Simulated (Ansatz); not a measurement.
Input

```
crystal:
  periodic: [false, false, false]
  atoms:
    - { symbol: Ga, position_ang: [0.0, 0.0, 0.0] }
    - { symbol: H, position_ang: [0.0, 0.0, 1.57] }
    - { symbol: C, position_ang: [1.7147, 0.0, -0.99] }
    - { symbol: H, position_ang: [2.0443, -1.0462, -1.1602] }
    - { symbol: H, position_ang: [1.5782, 0.508, -1.9674] }
    - { symbol: H, position_ang: [2.4842, 0.5381, -0.3982] }
    - { symbol: Cl, position_ang: [-1.9398, 0.0, -1.12] }
basis:
  gaussian: { orbitals: def2-SVP }
hamiltonian:
  xc: pbe
  dispersion: d4
relax:
  f_tol: 0.02
  max_steps: 40
output:
  orbitals: {}
```

Launched as:

```sh
ansatz run input.yaml --threads 1 --pin off --max-ram 2048MiB --backend cpu --events-out ev --progress --plain --runs-dir out
```

The fields are those of the run's last geometry, not of the input's.

Method: Ansatz 0.2.0, RKS PBE-D4/def2-SVP.

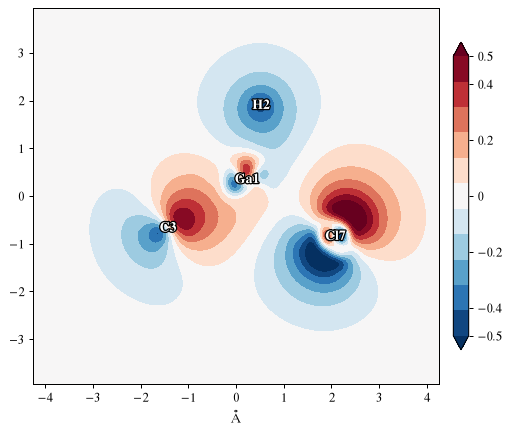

CH4ClGa. The HOMO on the plane of atoms H2, Ga1 and C3 (values in Å⁻³ᐟ²; the overall sign is arbitrary).

Where does this orbital lie, and at what energy?

Answer. By Hirshfeld shares it lies mainly on Cl7 (about 60 %), C3 (about 15 %), Ga1 (about 10 %) and H2 (about 10 %). Its energy is −6.66 eV.
